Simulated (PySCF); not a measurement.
# C₂H₇Al: electronic excitations at several levels of theory

How much do the electronic excitations of C₂H₇Al (`C[CH2][AlH2]`) depend on the level of theory, and what does each level cost?

The runs use PySCF 2.14.0, with density-fitted response routines of our own; the level of theory stands in each step. All values are computed, except where a source is named. Atoms are numbered from 0 throughout.

## 1. Starting geometry

10 atoms, charge 0, multiplicity 1; geometry from: PBE0-D3(BJ)/def2-SVP.

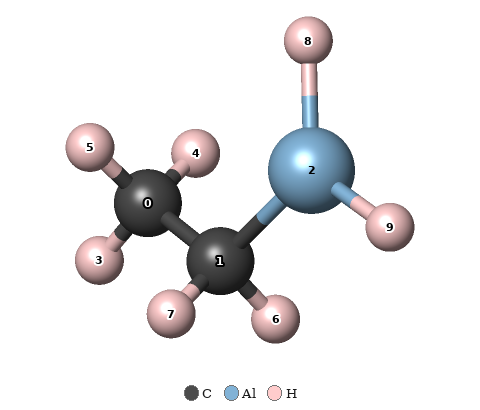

As it starts; carbon dark grey, aluminium light blue, hydrogen pink, atoms numbered; sticks join atoms by distance.

## 2. Excited states and response: wB97X-D/def2-SVPD

Job settings and geometry (Å):

```
{"job": {"kind": "uv", "xc": "wB97X-D", "basis": "def2-SVPD", "ip": true}, "charge": 0, "multiplicity": 1}
C     -1.217279    -0.052658     0.543390
C     -0.190657     0.258176    -0.544721
Al     1.688422    -0.178309    -0.172847
H     -2.243568     0.218422     0.244688
H     -1.000396     0.488674     1.478434
H     -1.230349    -1.124364     0.800522
H     -0.223291     1.331413    -0.816946
H     -0.456715    -0.255783    -1.489402
H      2.124206    -0.854753     1.205124
H      2.799804     0.148379    -1.269418
```

With the program's defaults for keys left out, this is: TDDFT wB97X-D/def2-SVPD, vertical, gas phase, core orbitals frozen in the response.

On the command line:

```
> OMP_NUM_THREADS=1 python probes_run.py task.json out
```

This one command runs all jobs of the session in turn.

The log of the run:

```text
coarse grid: 8136 points
cycle   1  E = -322.6027270262  dE = -1.291e-01  |g| = 2.621e-01  |ddm| = 3.228e+00
cycle   2  E = -322.6154073911  dE = -1.268e-02  |g| = 1.858e-01  |ddm| = 5.526e-01
cycle   3  E = -322.6245849491  dE = -9.178e-03  |g| = 2.726e-02  |ddm| = 2.483e-01
cycle   4  E = -322.6248675385  dE = -2.826e-04  |g| = 4.529e-03  |ddm| = 6.373e-02
cycle   5  E = -322.6248770757  dE = -9.537e-06  |g| = 1.182e-03  |ddm| = 1.364e-02
final grid: 71912 points
cycle   6  E = -322.6724149112  dE = -4.662e-05  |g| = 2.517e-03  |ddm| = 5.954e-02
cycle   7  E = -322.6724162755  dE = -1.364e-06  |g| = 1.773e-03  |ddm| = 7.448e-03
cycle   8  E = -322.6724170871  dE = -8.116e-07  |g| = 3.122e-04  |ddm| = 2.534e-03
cycle   9  E = -322.6724171312  dE = -4.410e-08  |g| = 4.203e-05  |ddm| = 9.587e-04
cycle  10  E = -322.6724171329  dE = -1.695e-09  |g| = 1.161e-05  |ddm| = 1.939e-04
cycle  11  E = -322.6724171330  dE = -1.614e-10  |g| = 2.184e-06  |ddm| = 7.521e-05
converged SCF energy = -322.6724171330

Static polarisability (au): isotropic 55.541, principal 47.050 55.269 64.306

Singlet excitations
state   eV       nm        f      main configurations
  1   5.0109    247.4   0.00199   H->L 0.98
  2   5.5223    224.5   0.00000   H-1->L 0.99
  3   7.0249    176.5   0.04940   H->L+1 0.79, H->L+2 0.17
  4   7.7593    159.8   0.00409   H-2->L 0.93
  5   7.9108    156.7   0.01795   H-1->L+1 0.51, H-1->L+2 0.20, H->L+4 0.09
  6   8.0002    155.0   0.00132   H->L+3 0.90
  7   8.1306    152.5   0.04607   H->L+4 0.43, H-1->L+1 0.31, H-1->L+2 0.09
  8   8.2362    150.5   0.30578   H->L+2 0.72, H->L+1 0.17
  9   8.2859    149.6   0.03935   H-3->L 0.81, H-1->L+2 0.09
 10   8.2873    149.6   0.12594   H-1->L+2 0.49, H->L+4 0.18, H-3->L 0.14

Triplet excitations (Tamm-Dancoff, eV): 4.7662 5.1640 6.6051 7.3906
Vertical ionisation energy (delta-SCF) = 9.7885 eV
```

Run time: 21 s. Hardware: 1 thread of Arm Neoverse V2, shared host; peak memory 0.56 GiB.

The orbitals next to the gap, with their largest atomic shares:

| orbital | eV | atoms |
| --- | --- | --- |
| HOMO−3 | -12.20 | C0 32 %, C1 25 %, Al2 8 % |
| HOMO−2 | -11.54 | C1 27 %, C0 27 %, H4 11 % |
| HOMO−1 | -10.18 | Al2 38 %, H9 28 %, H8 28 % |
| HOMO | -9.43 | C1 39 %, Al2 22 %, C0 11 % |
| LUMO | 0.40 | Al2 64 %, H8 10 %, C1 10 % |
| LUMO+1 | 1.64 | Al2 72 %, C1 5 %, C0 5 % |
| LUMO+2 | 2.45 | Al2 45 %, C1 16 %, H8 13 % |

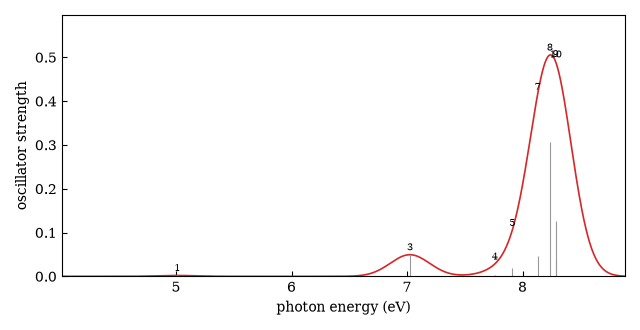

Absorption spectrum from the 10 singlet states computed; above the last one it falls off for lack of states. Lines are broadened to a width of 0.40 eV (Gaussian).

Further results of this job:

| property | computed |
| --- | --- |
| dipole moment (D) | 0.74 |
| polarisability (Å³) | 8.23 |
| HOMO–LUMO gap (eV) | 9.83 |
| −ε(HOMO) (eV) | 9.43 |

## 3. TDDFT and polarisability: LC-wPBE/def2-SVPD

The job, as its differences from that of step 2:

```diff
@@ -1,2 +1,2 @@
-{"job": {"kind": "uv", "xc": "wB97X-D", "basis": "def2-SVPD", "ip": true}, "charge": 0, "multiplicity": 1}
+{"job": {"kind": "uv", "xc": "LC-wPBE", "basis": "def2-SVPD", "ip": true}, "charge": 0, "multiplicity": 1}
 C     -1.217279    -0.052658     0.543390
```

Level: TDDFT LC-wPBE/def2-SVPD, vertical, gas phase, core orbitals frozen in the response.

The log of the run:

```text
coarse grid: 8136 points
cycle   1  E = -322.4935550938  dE = -1.109e-01  |g| = 2.273e-01  |ddm| = 3.174e+00
cycle   2  E = -322.5094770791  dE = -1.592e-02  |g| = 1.147e-01  |ddm| = 4.502e-01
cycle   3  E = -322.5130071463  dE = -3.530e-03  |g| = 3.562e-02  |ddm| = 1.967e-01
cycle   4  E = -322.5134507514  dE = -4.436e-04  |g| = 3.979e-03  |ddm| = 7.091e-02
cycle   5  E = -322.5134593134  dE = -8.562e-06  |g| = 8.462e-04  |ddm| = 1.443e-02
final grid: 71912 points
cycle   6  E = -322.5719466948  dE = -1.256e-05  |g| = 2.911e-03  |ddm| = 3.432e-02
cycle   7  E = -322.5719476725  dE = -9.777e-07  |g| = 2.169e-03  |ddm| = 7.079e-03
cycle   8  E = -322.5719488925  dE = -1.220e-06  |g| = 9.399e-05  |ddm| = 2.440e-03
cycle   9  E = -322.5719488859  dE =  6.665e-09  |g| = 3.381e-05  |ddm| = 4.734e-04
cycle  10  E = -322.5719488863  dE = -4.314e-10  |g| = 1.225e-05  |ddm| = 9.677e-05
converged SCF energy = -322.5719488863

Static polarisability (au): isotropic 53.859, principal 46.002 53.584 61.991

Singlet excitations
state   eV       nm        f      main configurations
  1   5.3242    232.9   0.00252   H->L 0.95
  2   5.7535    215.5   0.00000   H-1->L 0.98
  3   7.4339    166.8   0.06011   H->L+1 0.63, H->L+2 0.28
  4   8.2841    149.7   0.01510   H-1->L+2 0.31, H->L+4 0.16, H-1->L+1 0.10
  5   8.4562    146.6   0.00224   H-2->L 0.85
  6   8.5116    145.7   0.00090   H->L+3 0.80
  7   8.6073    144.0   0.10069   H-1->L+1 0.65, H->L+4 0.20
  8   8.7207    142.2   0.15016   H-1->L+2 0.38, H->L+4 0.24, H-1->L+3 0.16
  9   8.7875    141.1   0.36382   H->L+2 0.54, H->L+1 0.28
 10   8.9503    138.5   0.05536   H-3->L 0.86

Triplet excitations (Tamm-Dancoff, eV): 4.9131 5.1246 6.8592 7.4568
Vertical ionisation energy (delta-SCF) = 9.9617 eV
```

It took 27 s on 1 thread of Arm Neoverse V2, shared host; peak memory 0.55 GiB.

In short: HOMO -10.28 eV, LUMO 0.76 eV; lowest singlet 5.32 eV.

## 4. Ultraviolet spectrum: PBE0/6-31G*

The job, as its differences from that of step 3:

```diff
@@ -1,2 +1,2 @@
-{"job": {"kind": "uv", "xc": "LC-wPBE", "basis": "def2-SVPD", "ip": true}, "charge": 0, "multiplicity": 1}
+{"job": {"kind": "uv", "xc": "PBE0", "basis": "6-31G*"}, "charge": 0, "multiplicity": 1}
 C     -1.217279    -0.052658     0.543390
```

Method: TDDFT PBE0/6-31G*, vertical, gas phase, core orbitals frozen in the response.

The log of the run:

```text
coarse grid: 8136 points
cycle   1  E = -322.5824185688  dE = -1.349e-01  |g| = 3.794e-01  |ddm| = 2.441e+00
cycle   2  E = -322.5662841384  dE =  1.613e-02  |g| = 4.490e-01  |ddm| = 7.621e-01
cycle   3  E = -322.6225848216  dE = -5.630e-02  |g| = 2.520e-02  |ddm| = 4.362e-01
cycle   4  E = -322.6227817547  dE = -1.969e-04  |g| = 8.240e-03  |ddm| = 3.730e-02
cycle   5  E = -322.6227977954  dE = -1.604e-05  |g| = 3.078e-03  |ddm| = 9.575e-03
cycle   6  E = -322.6228002008  dE = -2.405e-06  |g| = 1.585e-04  |ddm| = 2.491e-03
final grid: 71912 points
cycle   7  E = -322.5902305475  dE = -6.385e-06  |g| = 5.921e-03  |ddm| = 1.142e-02
cycle   8  E = -322.5902255519  dE =  4.996e-06  |g| = 7.360e-03  |ddm| = 1.187e-02
cycle   9  E = -322.5902402406  dE = -1.469e-05  |g| = 2.462e-04  |ddm| = 6.496e-03
cycle  10  E = -322.5902402545  dE = -1.382e-08  |g| = 8.761e-05  |ddm| = 2.695e-04
cycle  11  E = -322.5902402564  dE = -1.891e-09  |g| = 1.468e-05  |ddm| = 7.869e-05
cycle  12  E = -322.5902402564  dE = -5.991e-11  |g| = 1.620e-06  |ddm| = 1.895e-05
converged SCF energy = -322.5902402564

Static polarisability (au): isotropic 45.096, principal 35.816 45.345 54.129

Singlet excitations
state   eV       nm        f      main configurations
  1   4.6956    264.0   0.00068   H->L 0.99
  2   5.4377    228.0   0.00000   H-1->L 1.00
  3   7.1375    173.7   0.00051   H-2->L 0.89, H->L+1 0.10
  4   7.3822    168.0   0.18001   H->L+1 0.86, H-2->L 0.10
  5   7.6940    161.1   0.01050   H-3->L 0.98
  6   8.0705    153.6   0.00005   H-1->L+1 0.96
  7   8.4317    147.0   0.02954   H->L+2 0.92
  8   8.5169    145.6   0.10620   H-4->L 0.97
  9   8.5484    145.0   0.01141   H->L+3 0.86
 10   9.2151    134.5   0.00494   H-2->L+1 0.95

Triplet excitations (Tamm-Dancoff, eV): 4.3935 4.9786 6.4871 6.9600
```

It took 3 s on 1 thread of Arm Neoverse V2, shared host; peak memory 0.37 GiB.

This run: HOMO -7.40 eV, LUMO -1.24 eV; lowest singlet 4.70 eV.

## 5. Ultraviolet spectrum: PBE0/def2-SVP

The job, as its differences from that of step 4:

```diff
@@ -1,2 +1,2 @@
-{"job": {"kind": "uv", "xc": "PBE0", "basis": "6-31G*"}, "charge": 0, "multiplicity": 1}
+{"job": {"kind": "uv", "xc": "PBE0", "basis": "def2-SVP"}, "charge": 0, "multiplicity": 1}
 C     -1.217279    -0.052658     0.543390
```

Level: TDDFT PBE0/def2-SVP, vertical, gas phase, core orbitals frozen in the response.

The log of the run:

```text
coarse grid: 8136 points
cycle   1  E = -322.3952326481  dE = -1.541e-01  |g| = 3.505e-01  |ddm| = 2.822e+00
cycle   2  E = -322.3817533356  dE =  1.348e-02  |g| = 4.183e-01  |ddm| = 7.885e-01
cycle   3  E = -322.4309162058  dE = -4.916e-02  |g| = 2.710e-02  |ddm| = 4.425e-01
cycle   4  E = -322.4311487796  dE = -2.326e-04  |g| = 7.273e-03  |ddm| = 4.342e-02
cycle   5  E = -322.4311610507  dE = -1.227e-05  |g| = 3.247e-03  |ddm| = 9.989e-03
cycle   6  E = -322.4311637116  dE = -2.661e-06  |g| = 2.679e-04  |ddm| = 2.859e-03
final grid: 71912 points
cycle   7  E = -322.4764871845  dE = -8.182e-06  |g| = 5.653e-03  |ddm| = 1.495e-02
cycle   8  E = -322.4764822145  dE =  4.970e-06  |g| = 7.073e-03  |ddm| = 1.177e-02
cycle   9  E = -322.4764959132  dE = -1.370e-05  |g| = 2.427e-04  |ddm| = 6.735e-03
cycle  10  E = -322.4764959270  dE = -1.381e-08  |g| = 8.089e-05  |ddm| = 2.808e-04
cycle  11  E = -322.4764959286  dE = -1.622e-09  |g| = 1.193e-05  |ddm| = 8.207e-05
cycle  12  E = -322.4764959287  dE = -4.263e-11  |g| = 1.524e-06  |ddm| = 1.874e-05
converged SCF energy = -322.4764959287

Static polarisability (au): isotropic 47.676, principal 37.147 48.724 57.158

Singlet excitations
state   eV       nm        f      main configurations
  1   4.7728    259.8   0.00085   H->L 0.99
  2   5.4062    229.3   0.00000   H-1->L 1.00
  3   7.1520    173.4   0.00086   H-2->L 0.89, H->L+1 0.10
  4   7.3467    168.8   0.10512   H->L+1 0.86, H-2->L 0.10
  5   7.7577    159.8   0.01654   H-3->L 0.97
  6   8.0756    153.5   0.00131   H-1->L+1 0.90
  7   8.2862    149.6   0.00150   H->L+2 0.98
  8   8.3718    148.1   0.07295   H->L+3 0.87
  9   8.5189    145.5   0.10273   H-4->L 0.96
 10   9.1742    135.1   0.00642   H-2->L+1 0.96

Triplet excitations (Tamm-Dancoff, eV): 4.4637 4.9315 6.5718 6.9699
```

Wall time 3.9 s (1 thread of Arm Neoverse V2, shared host); peak memory 0.42 GiB.

In short: HOMO -7.52 eV, LUMO -1.28 eV; lowest singlet 4.77 eV.

(Part 1 of 2 ends here.)
